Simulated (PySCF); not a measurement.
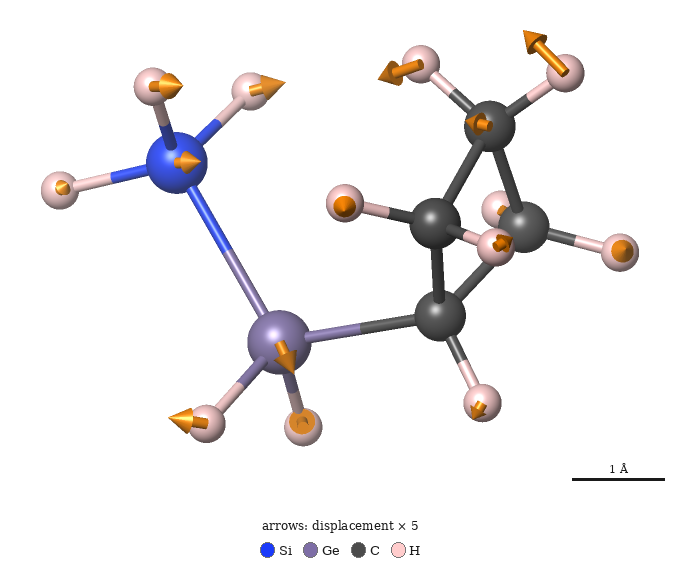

A relaxation of C$_{4}$H$_{12}$GeSi. The starting structure is drawn; orange arrows show the displacements, magnified 5 times. The two geometries are superimposed by the best rigid fit.

The picture is a ball-and-stick view, seen at a tilt.

The start comes from GFN2-xTB.

All numbers below come from PBE0-D3(BJ)/def2-SVP geometry optimisation, gas phase in PySCF. 

> Atoms of which element are displaced furthest, and by how much?

Hydrogen: up to 0.14 Å, against 0.08 Å for germanium.

> What did the optimiser do to the structure, and how much energy did it gain?

Over 7 geometry steps the energy falls by 14.5 kJ/mol. The largest force component goes from 0.78 to 0.017 eV/Å. The largest move after the best rigid fit is that of an H atom, 0.14 Å. By element the largest moves are H 0.14 Å, Ge 0.08 Å, C 0.07 Å, Si 0.06 Å. Among the contacts that change: Ge–Si 2.341 → 2.387 Å, H–Si 1.462 → 1.496 Å, Ge–H 1.516 → 1.546 Å, C–Ge 1.989 → 1.966 Å. Among the angles between lasting bonds that change: H–Ge–H 101.8° → 108.2°, Si–Ge–H 113.6° → 108.8°, Si–Ge–H 113.3° → 109.0°. The run took of the order of 100 core-seconds on a shared host.
